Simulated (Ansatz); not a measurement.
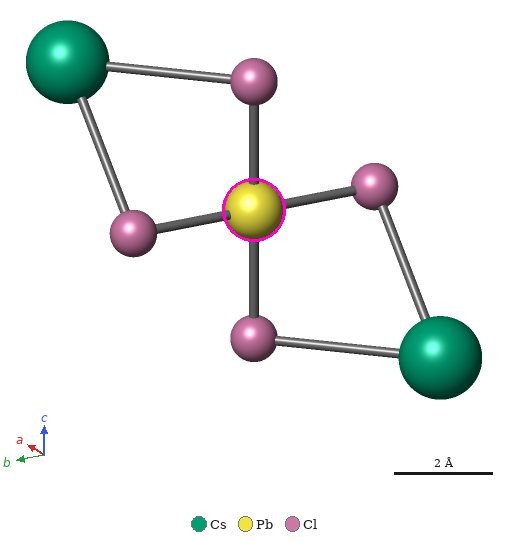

Perfect CsPbCl3. Style: ball-and-stick. Shown: the atoms within 5.4 Å of one point, in a slice 3.4 Å thick across the line of sight, from a free direction.

Level of theory: DFT, PBEsol, PAW, plane waves in Ansatz. Set-up: plane-wave cutoff 420 eV; k-point mesh 1 × 1 × 1; mesh shifted by (0.25, 0.25, 0.25); no spin polarisation. Fermi-Dirac smearing of 0.01 eV. A uniform background neutralises the charged cell. The axes drawn are those of the host's conventional cell.

A lead atom is taken out (a vacancy) at the ringed place, in charge state −2. The supercell has 40 sites, and the atoms are relaxed at the host's cell.

> Predict the relaxed surroundings of the defect.

Around the empty Pb site the host had 6 Cl at 2.81 Å; after relaxation the nearest atoms are 6 Cl at 2.87 to 3.00 Å. Of the host's atoms, a caesium atom moves furthest from its site, by 1.00 Å.

The relaxed defect, seen from the same direction:

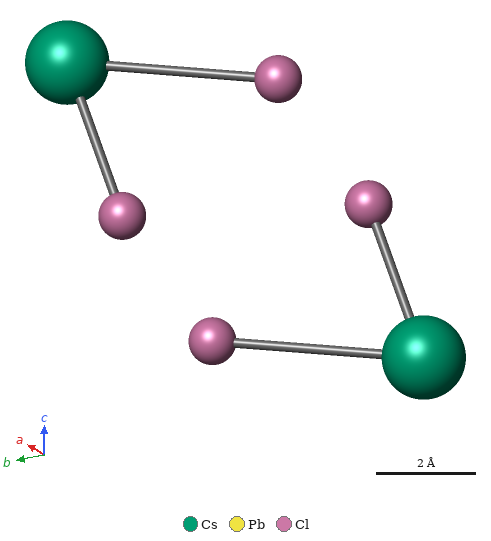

Limits of the set-up: the cell is charged, on a uniform background, and energies carry no finite-size correction.
